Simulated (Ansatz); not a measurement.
# Glassy 63SiO2-14B2O3-11Na2O-11CaO (mol %): a series in quench rate

Does a slower quench leave a cell of lower energy?

Computed with Ansatz 0.2.0: Kohn-Sham DFT, PBEsol, PAW (set soft_2). Every run is a single point, with the atoms held where the recipe put them (cutoff of the plane-wave runs 420 eV, fixed occupations).

First member: 111 atoms (22 Si, 10 B, 8 Na, 4 Ca, 67 O) placed at random at 2.33 g/cm³, melted at 3000 K for 20 ps at fixed volume with the Buckingham and Coulomb pair potential of Guillot and Sator (Geochim. Cosmochim. Acta 71, 1249 (2007)) with the boron terms of Wang et al. (J. Non-Cryst. Solids 498, 294 (2018)). Quenched from 3000 K to 300 K at 10 K/ps and fixed volume, held 10 ps at zero pressure.

Last member: 111 atoms (22 Si, 10 B, 8 Na, 4 Ca, 67 O) placed at random at 2.33 g/cm³, melted at 3000 K for 20 ps at fixed volume with the Buckingham and Coulomb pair potential of Guillot and Sator (Geochim. Cosmochim. Acta 71, 1249 (2007)) with the boron terms of Wang et al. (J. Non-Cryst. Solids 498, 294 (2018)). Quenched from 3000 K to 300 K at 1000 K/ps and fixed volume, held 10 ps at zero pressure.

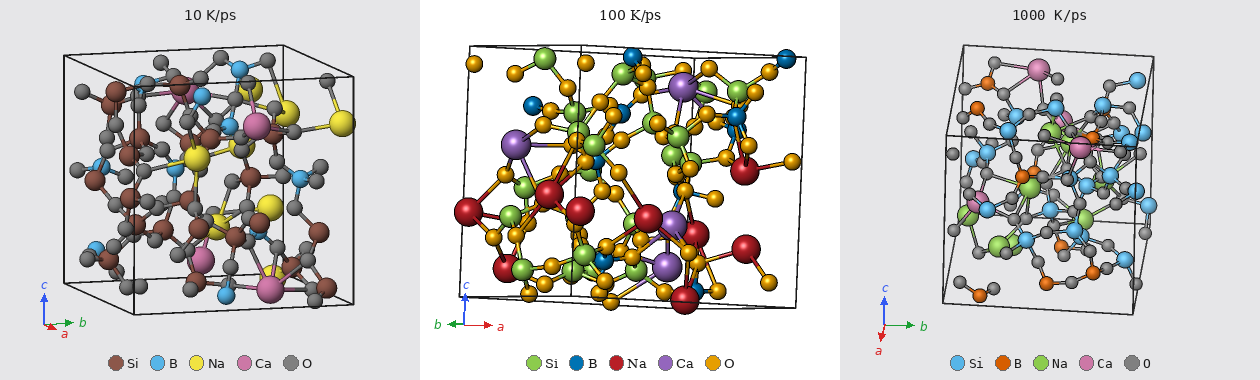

Three members of the series, labelled by quench rate. Bonds to atoms that aren't drawn are left out. Some periodic images of atoms are drawn too.

The members:

| quench rate (K/ps) | reduced formula | atoms | valence electrons | k-mesh | basis | density (g/cm³) |
| --- | --- | --- | --- | --- | --- | --- |
| 10 | Na8Ca4Si22B10O67 | 111 | 632 | 1×1×1 | plane waves | 2.61 |
| 30 | Na8Ca4Si22B10O67 | 111 | 632 | 1×1×1 | plane waves | 2.46 |
| 100 | Na8Ca4Si22B10O67 | 111 | 632 | 1×1×1 | plane waves | 2.59 |
| 300 | Na8Ca4Si22B10O67 | 111 | 632 | 1×1×1 | plane waves | 2.49 |
| 1000 | Na8Ca4Si22B10O67 | 111 | 632 | 1×1×1 | plane waves | 2.53 |

Each cell is one sample from a classical run, so sample-to-sample scatter enters every column; pressures lack the kinetic term.

The input of the first member, without its atom lines; other members have their own cell and atoms, and may differ in mesh, basis and outputs:

```yaml
crystal:
  lattice:
    - [11.08857, 0.0, 0.0]
    - [0.0, 11.08857, 0.0]
    - [0.0, 0.0, 11.08857]
  atoms:
    [... 111 lines ...]
kpoints:
  mp_grid: { grid: [1, 1, 1] }
hamiltonian:
  xc: pbesol
scf:
  occupations: { method: fixed }
output:
  forces: true
  stress: true
  populations: true
  dos:
    method: { smearing: { sigma: 0.1 } }
    de: 0.1
    projected: { site_lists: { B: [B], Ca: [Ca], Na: [Na], O: [O], Si: [Si] } }
  eigenvalues: true
  write_density: true
  write_potential: true
  volumetric_format: npy
```

Results; charges are mean Löwdin charges in e:

| quench rate (K/ps) | energy less the first member's (meV/atom) | pressure (GPa) | r.m.s. force (eV/Å) | gap (eV) | q(Na) | q(B) | q(Ca) |
| --- | --- | --- | --- | --- | --- | --- | --- |
| 10 | 0.0 | -3.09 | 1.13 | 2.38 | +0.80 | +0.57 | +1.76 |
| 30 | -23.9 | -2.62 | 0.988 | 2.99 | +0.81 | +0.57 | +1.77 |
| 100 | -10.9 | -3.55 | 1.07 | 1.74 | +0.79 | +0.56 | +1.78 |
| 300 | -7.4 | -2.98 | 1.08 | 1.31 | +0.80 | +0.56 | +1.77 |
| 1000 | 22.6 | -2.14 | 1.09 | 2.57 | +0.80 | +0.55 | +1.77 |

The gap is that between the highest filled and lowest empty Kohn-Sham level on the run's k-points; tail or defect levels can set it, and semilocal functionals tend to put gaps under measured ones. The projection misses up to 0.066 e an atom, so the charges add up to more than the cell's charge.

Bonds in each cell, which the recipe sets and DFT didn't move; cutoffs follow each cell's own g(r) within set bounds (mean length in Å, and neighbours of the second kind about the first):

| quench rate (K/ps) | O-Si length | O-Si count | B-O length | B-O count |
| --- | --- | --- | --- | --- |
| 10 | 1.635 | 1.31 | 1.443 | 3.50 |
| 30 | 1.634 | 1.31 | 1.431 | 3.40 |
| 100 | - | - | - | - |
| 300 | - | - | - | - |
| 1000 | 1.640 | 1.31 | 1.441 | 3.50 |

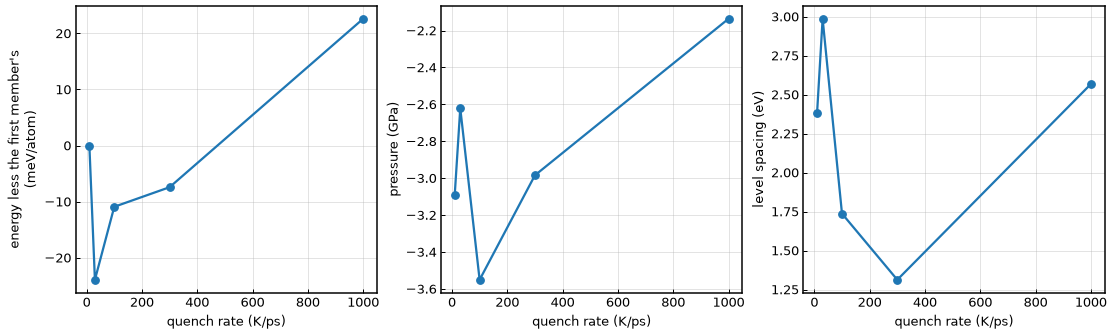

Results against quench rate.

Cost on 8 threads of AMD EPYC 7R43, shared host:

| quench rate (K/ps) | atoms | basis | k-mesh | SCF cycles | time | host memory (GiB) |
| --- | --- | --- | --- | --- | --- | --- |
| 10 | 111 | plane waves | 1×1×1 | 11 | 24 s | 2.0 |
| 30 | 111 | plane waves | 1×1×1 | 11 | 25 s | 2.2 |
| 100 | 111 | plane waves | 1×1×1 | 11 | 18 s | 2.1 |
| 300 | 111 | plane waves | 1×1×1 | 11 | 20 s | 2.1 |
| 1000 | 111 | plane waves | 1×1×1 | 10 | 16 s | 2.1 |

Times include the outputs that each run asked for, on hosts shared with other jobs.

The energy against the first member is lowest at 30 K/ps (-23.9 meV/atom) and highest at 1000 K/ps (22.6 meV/atom), with no steady trend; each member is a single configuration. The slowest quench doesn't give the lowest energy; that at 30 K/ps does, by 23.9 meV/atom, which single samples of this size can't show to be real. The gap is lowest at 300 K/ps (1.31 eV) and highest at 30 K/ps (2.99 eV), with no steady trend; in single samples it varies with the configuration. The density spans 2.46 to 2.61 g/cm³, so the columns mix its effect with that of the quench rate. The pressure is lowest at 100 K/ps (-3.6 GPa) and highest at 1000 K/ps (-2.1 GPa), with no steady trend. The cells differ in volume and aren't at zero pressure, which adds to their energy differences.

Caveats: The network of bonds at the start is that of the classical potential that made the cell, and needn't be the one that DFT or experiment would give. The cells aren't relaxed by DFT, which could reorder their energies. Even the slowest of these quenches is many orders faster than a laboratory quench.

[Logs are printed without paths, hosts, clocks, repeated set-up lines and the standing remarks that a program may print on its own settings, such as how far it seeks lower states.]

[Hosts, paths, dates, database ids (printed as entryN), source tags and the programs' standing remarks are cut or masked in the printed files.]
